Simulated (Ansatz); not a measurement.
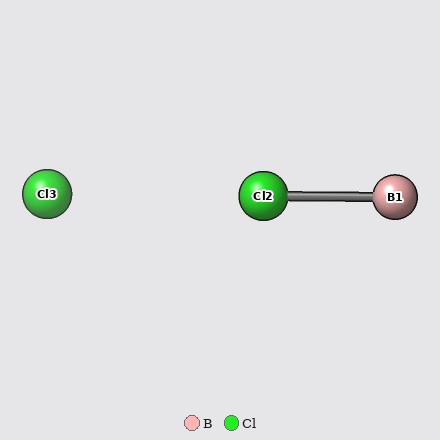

The system is B + Cl₂, spin multiplicity 2; the picture shows the reference structure. Coordinates scanned: (1) distance B1–Cl2; (2) distance Cl2–Cl3. Nothing is relaxed (the angle B1–Cl2–Cl3 is fixed at 180 degrees). The scan uses a 15 × 15 grid. At 2 points there is no value. Energies are in kJ/mol, from the lowest grid point. Theory: UKS PBE0-D4/def2-TZVPD in Ansatz 0.2.0.

Its coordinates:

| atom | x (Å) | y (Å) | z (Å) |
| --- | --- | --- | --- |
| B | -1.7040 | 0.0000 | 0.0000 |
| Cl | 0.0000 | 0.0000 | 0.0000 |
| Cl | 2.8010 | 0.0000 | 0.0000 |

Range: distance B1–Cl2 from 1.488 to 3.088 Å; distance Cl2–Cl3 from 1.632 to 3.232 Å.

What landscape does the calculation give?

Answer. The lowest grid point is at distance B1–Cl2 = 1.704 Å, distance Cl2–Cl3 = 2.801 Å. It is the only kind of minimum in the scanned range. The highest grid point, distance B1–Cl2 = 1.488 Å, distance Cl2–Cl3 = 1.632 Å, lies 717 kJ/mol above the lowest.

| distance Cl2–Cl3 ↓, distance B1–Cl2 → | 1.488 | 1.540 | 1.615 | 1.704 | 1.802 | 1.908 | 2.020 | 2.138 | 2.261 | 2.389 | 2.521 | 2.657 | 2.797 | 2.941 | 3.088 |
| --- | --- | --- | --- | --- | --- | --- | --- | --- | --- | --- | --- | --- | --- | --- | --- |
| 3.232 | 80 | 44 | 15 | 4 | 12 | 34 | 65 | 102 | 142 | 184 | 225 | 264 | 301 | 336 | 366 |
| 3.085 | 77 | 41 | 12 | 2 | 10 | 32 | 63 | 100 | 140 | 181 | 222 | 261 | 298 | 331 | 360 |
| 2.941 | 75 | 39 | 11 | 1 | 9 | 31 | 62 | 99 | 138 | 179 | 219 | 257 | 293 | 325 | 353 |
| 2.801 | 74 | 38 | 10 | 0 | 8 | 30 | 61 | 97 | 136 | 176 | 215 | 252 | 287 | 317 | 343 |
| 2.665 | 75 | 40 | 11 | 1 | 9 | 30 | 61 | 96 | 135 | 173 | 211 | 246 | 279 | 307 | 330 |
| 2.533 | 81 | 45 | 16 | 5 | 12 | 33 | 63 | 97 | 134 | 171 | 207 | 240 | 268 | 293 | 313 |
| 2.405 | 93 | 56 | 26 | 14 | 21 | 40 | 68 | 101 | 136 | 170 | 203 | 232 | 256 | 277 | 294 |
| 2.282 | 114 | 76 | 45 | 31 | 36 | 54 | 80 | 110 | 142 | 172 | 200 | 224 | 244 | 260 | 274 |
| 2.164 | 147 | 108 | 75 | 59 | 61 | 76 | 99 | 126 | 154 | 179 | 201 | 220 | 235 | 247 | 257 |
| 2.052 | 198 | 156 | 120 | 102 | 101 | 112 | 131 | – | 175 | 194 | 210 | 223 | 233 | 242 | 249 |
| 1.946 | 268 | 225 | 186 | 164 | 159 | 165 | 179 | 195 | 210 | 222 | 232 | 240 | 246 | 251 | 256 |
| 1.848 | 361 | – | 273 | 247 | 238 | 239 | 247 | 256 | 264 | 270 | 274 | 277 | 280 | 282 | 284 |
| 1.759 | 476 | 429 | 384 | 354 | 340 | 336 | 337 | 339 | 340 | 341 | 340 | 340 | 339 | 340 | 340 |
| 1.684 | 606 | 556 | 509 | 476 | 457 | 448 | 443 | 440 | 436 | 432 | 428 | 425 | 423 | 421 | 421 |
| 1.632 | 717 | 667 | 618 | 582 | 561 | 549 | 540 | 533 | 526 | 519 | 513 | 508 | 505 | 503 | 502 |

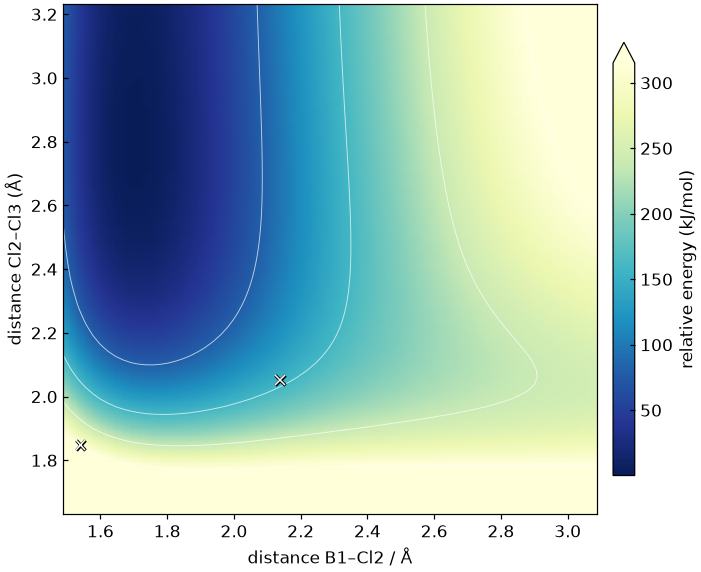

In the figure: a smooth colour map with a few white contour lines, crosses at grid points without a value, one colour for all values above the top of the scale. Between grid points the surface is interpolated.

Each point was launched as `ansatz run input.yaml --threads 1 --pin off --max-ram 2560MiB --backend cpu --events-out ev --progress --plain --runs-dir out`. The whole map (223 points run) took 71 min on 1 thread of Arm Neoverse N1, with other jobs on the host.
